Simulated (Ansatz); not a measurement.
## Scan of one atom of the cell for InSb (zinc blende)

InSb (zinc blende)

```yaml
crystal:
  lattice:
    - [0.00000, 6.63461, 6.63461]
    - [3.31730, 0.00000, 3.31730]
    - [3.31730, 3.31730, 0.00000]
  atoms:
    - { symbol: Sb, position: [0.37500, 0.75000, 0.75000] }
    - { symbol: Sb, position: [0.87500, 0.75000, 0.75000] }
    - { symbol: In, position: [0.00000, 0.00000, 0.00000] }
    - { symbol: In, position: [0.50000, 0.00000, 0.00000] }
```

Scan: atom 3 (In, nearest neighbour Sb at 2.873 Å; its periodic images, 4.7 Å or more away, move with it) is displaced along Cartesian [111], direction (0.577, 0.577, 0.577) in Cartesian axes, by s. The other atoms stay.

All values below come from PBE (plane waves to 420 eV, PAW, scalar-relativistic; Ansatz, a first-principles code). k mesh 5×10×10 (Γ-centred), Fermi-Dirac smearing 0.05 eV. E stands for the smeared free energy. Left out: 1 of 11 points, with atoms too close for the PAW data. With partly filled bands, energies and forces of such displacements shift with the k mesh and the smearing. F∥ is the force on the atom along that direction. At this level the bands of InSb touch or barely overlap; measurements give the solid a gap. InSb was relaxed with its symmetry unable to fall. Spin-orbit coupling is left out, though Sb is heavy. The zero of ΔE is the undisplaced structure.

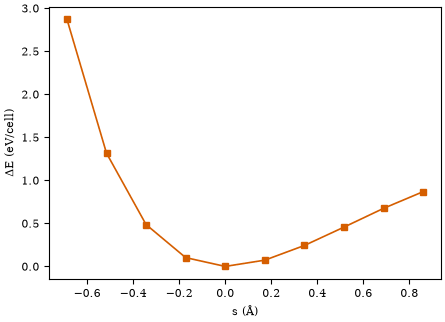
Figure: ΔE (eV/cell) against s (Å); computed points joined by lines.

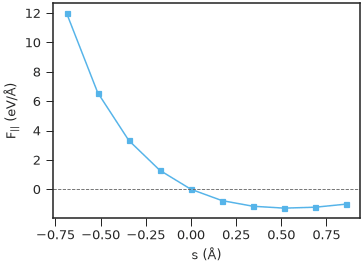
F∥ (eV/Å) against s (Å); one marker a computed point.

The energy at s = 0.860 Å is 868 meV/cell and the force constant k = d²E/ds² at s = 0 (finite differences) comes out as 5.82 eV/Å². Shape of the curve: a single well with its minimum at or next to zero displacement. Symmetry of the curve: not even: the negative side lies higher at ±0.688 Å. Harmonic estimate at the end of the scan: ½ks² = 2152 meV/cell against the computed 868 meV/cell, so the well is softer than harmonic there.

With its periodic images moving along, the atom's site symmetry in this cell is 3m.

(For displaced atoms, the force is minus the slope of the energy, and its curvature is a force constant, which sets phonon frequencies.)
